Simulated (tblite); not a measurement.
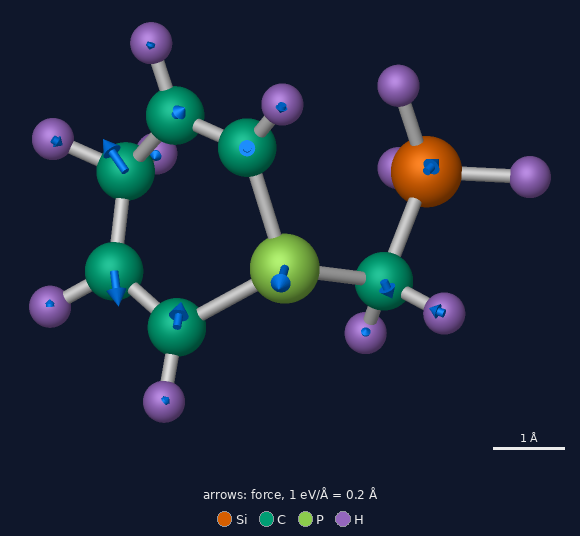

Starting geometry of C6H11PSi with the computed forces as blue arrows. Style: ball-and-stick. Shown at a tilt.

All numbers below come from GFN2-xTB geometry optimisation, gas phase in tblite 0.8.0. 

**What follows when this structure is relaxed?**

It isn't relaxed: the largest force vector, on the P atom, is 3.98 eV/Å. The final displacements have little in common with the starting forces (cosine between the two patterns 0.10). The atom that moves furthest after the best rigid fit is an H atom (1.87 Å). Largest moves by element: H 1.87 Å, C 0.98 Å, Si 0.49 Å, P 0.28 Å. Near-neighbour distances that change, for instance: C–Si 1.850 → 1.906 Å, C–C 1.448 → 1.500 Å, C–P 1.815 → 1.859 Å, C–H 1.135 → 1.097 Å. Bond angles that change, for instance: C–P–C 115.6° → 100.4°, C–P–C 113.9° → 100.3°, C–P–C 103.9° → 96.0°. Groups turn about C–P by about 55°, C–Si by about 45°. Over 166 geometry steps the energy falls by 123.3 kJ/mol.
